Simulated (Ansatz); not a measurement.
## Electronic structure of CHAlB (SMILES [B]1=[CH][Al]1) (doublet) in real space

Input file:

```
crystal:
  periodic: [false, false, false]
  atoms:
    - {symbol: C, position_ang: [-0.088436, 1.420040, 2.923633]}
    - {symbol: Al, position_ang: [-1.116599, -0.308546, 3.271774]}
    - {symbol: B, position_ang: [0.423213, 0.362842, 2.219237]}
    - {symbol: H, position_ang: [-0.203525, 2.423835, 3.294300]}
basis:
  gaussian:
    orbitals: def2-TZVPD
magnetization:
  spin_polarized: true
  initial_magnetization: 1
hamiltonian:
  xc: {name: PBE0}
output: {forces: true, orbitals: {seedname: orbitals}}
```

Run with:

```sh
ansatz run input.yaml --threads 2 --pin off --max-ram 4350MiB --events-out events.jsonl --progress --plain --runs-dir runs
```

Geometry: B3LYP-D4/def2-TZVP.

All numbers below come from isolated molecule in a Gaussian basis; Kohn-Sham density functional theory, functional PBE0 (Ansatz 0.2.0).

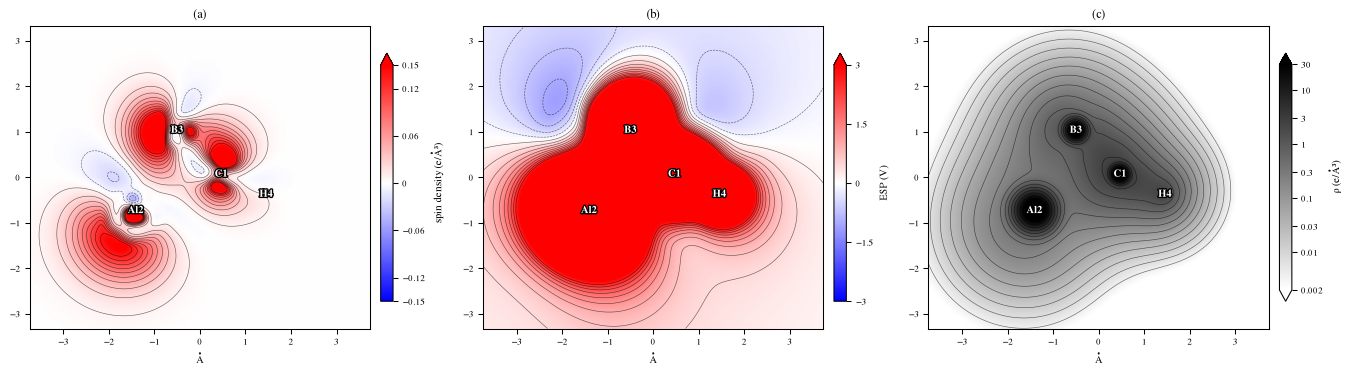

Figure 1. (a) spin density (α minus β); (b) electrostatic potential; (c) total electron density on the molecular plane.

Describe what can be read from this map.

- The plane passes through C, Al, B and H nuclei.
- C–B (1.37 Å): ρ is about 1.8 e/Å³ halfway.
- Al–B (1.98 Å): ρ at the midpoint is about 0.47 e/Å³.
- C–Al (2.04 Å): ρ is about 0.58 e/Å³ halfway.
- C–H (1.08 Å): ρ at the midpoint is about 2 e/Å³.
- The unpaired spin (1 electron) lies mostly on Al2 (about 0.7), B3 (about 0.2) and C1 (about 0.1), in electrons by Hirshfeld's partition.
- Outside the dense part of the molecule the potential is most negative (−1.1 V) near C1.

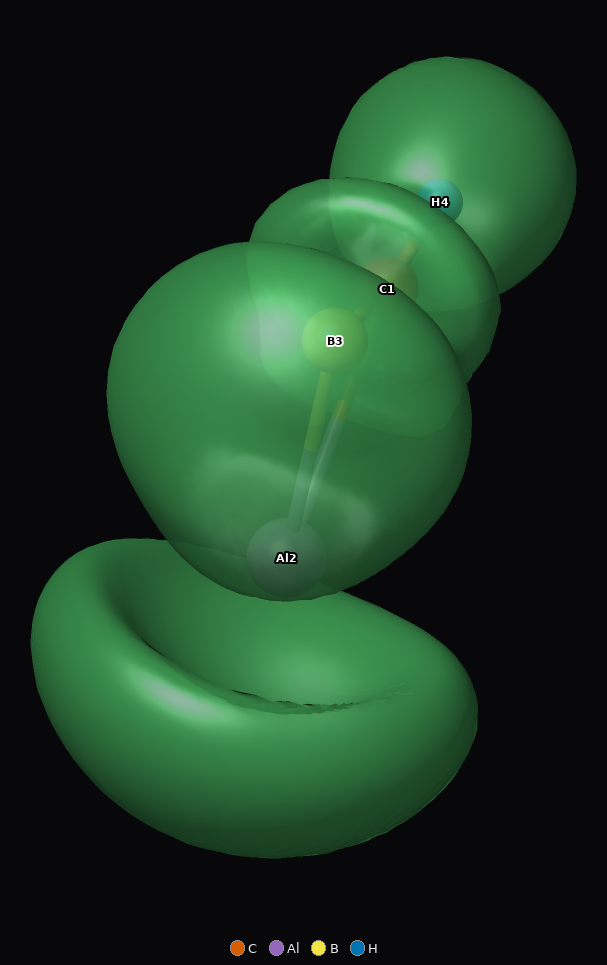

Figure 2. Isosurface of the electron localisation function at 0.8 (green), seen at an oblique angle. Core shells and regions of very low density are left out.

Describe the localisation domains.

The surface consists of one region between bonded B–C atoms (shared pairs), one region around a hydrogen nucleus, one lobe on Al, pointing away from the bonds (non-bonding electrons) and one lobe on B, pointing away from the bonds (non-bonding electrons). Profiles from the grid: C–B (1.37 Å): the ELF peaks at about 0.90 between the atoms (localised, covalent bonding). Al–B (1.98 Å): the ELF peaks at about 0.50 in the valence shell of B, 0.8 Å from its nucleus, and is about 0.40 at the midpoint.

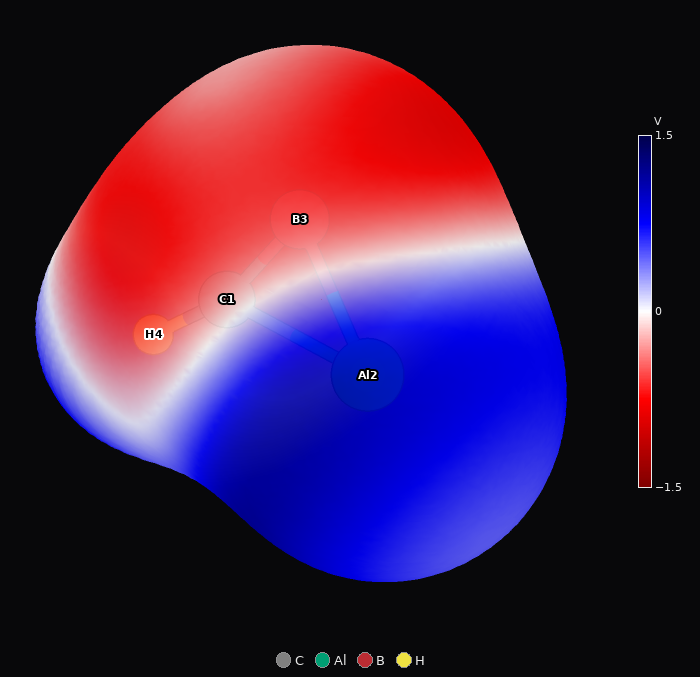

Figure 3. The molecular electrostatic potential painted on the density surface at 0.001 e/bohr³, seen at a tilt; the colour scale runs from red (negative) to blue (positive).

Which sites attract a positive test charge, and which a negative one?

A positive charge is drawn to the negative regions and a negative charge to the positive ones. The most negative region (about −0.9 V) lies over C1, the most positive (about +1.2 V) over Al2.

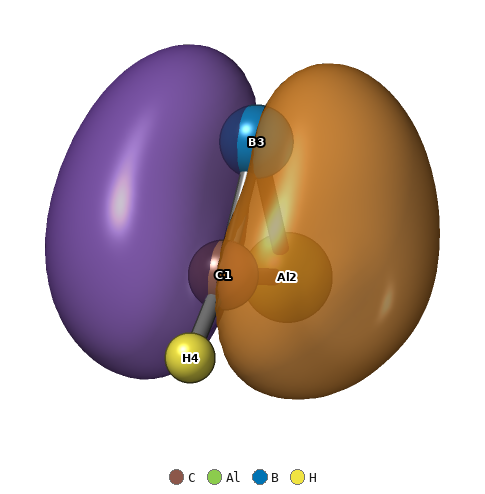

Figure 4. The HOMO−1 (α) at ±0.1 Å⁻³ᐟ² (orange and purple are the two phases), seen at an oblique angle.

Describe this orbital and give its energy.

It lies mainly on C1 (about 45 %), B3 (about 30 %) and Al2 (about 20 %); it changes sign across the molecular plane (π type); π-bonding across C1–Al2, C1–B3 and Al2–B3. Its energy is −7.41 eV.
